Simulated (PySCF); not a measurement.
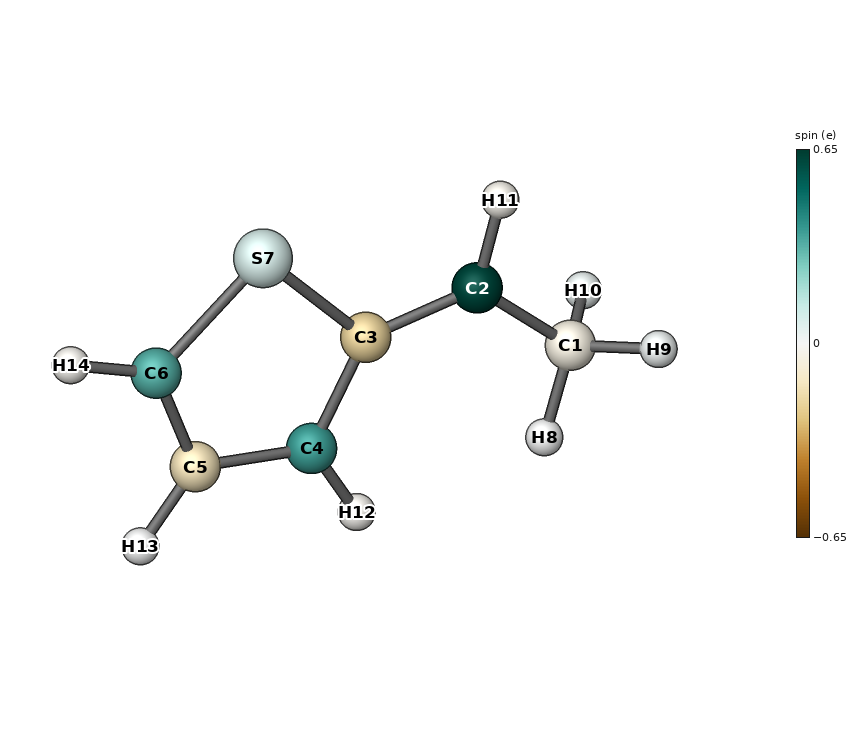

Atoms are coloured by their Mulliken spin populations. Charge 0, doublet. The geometry was computed by an optimisation with GFN2-xTB. No frequency run is at hand to confirm it as a minimum. Method: UKS B3LYP, pcH-1 on C H S, non-relativistic (PySCF 2.14.0).

### Which atom carries the largest spin population?

C2 (0.62 e).

### Which atom has the lowest spin population?

C3 (−0.20 e); a negative value comes from spin polarisation.

List the Mulliken spin populations.

```csv
atom,value (e)
C1,−0.05
C2,0.62
C3,−0.20
C4,0.37
C5,−0.14
C6,0.33
S7,0.08
H8,0.00
H9,0.02
H10,0.03
H11,−0.03
H12,−0.02
H13,0.00
H14,−0.02
```

Mulliken values depend strongly on the basis set.
